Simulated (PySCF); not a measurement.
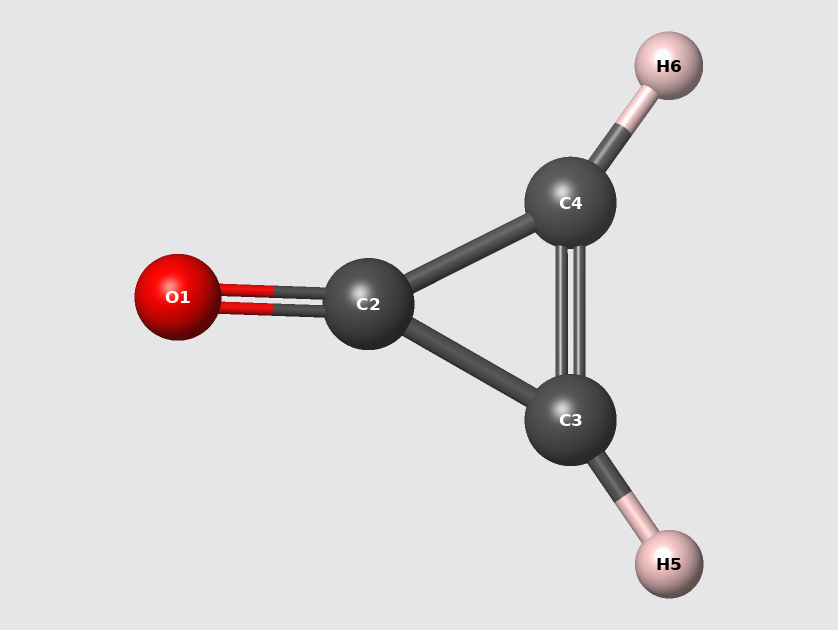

Computed geometry: GFN2-xTB optimisation. No frequency run is at hand to confirm it as a minimum. Properties computed with B3LYP/pcJ-1 indirect spin-spin coupling, non-relativistic, gas phase (PySCF 2.14.0). Isotopes: 13C, 1H, 17O.

Give the spin–spin coupling constants of these pairs, with the number of bonds between them: O1/C2, C2/C3, C2/C4, C3/C4, C3/H5, C4/H6, O1/C4, O1/C3, C2/H6, C2/H5, C3/H6, C4/H5, H5/H6.

```tsv
pair	bonds apart	J (Hz)
O1, C2	1	32.2
C2, C3	1	30.8
C2, C4	1	30.9
C3, C4	1	23.9
C3, H5	1	217.6
C4, H6	1	217.6
O1, C4	2	0.8
O1, C3	2	0.8
C2, H6	2	0.7
C2, H5	2	0.7
C3, H6	2	−7.3
C4, H5	2	−7.3
H5, H6	3	3.7
```
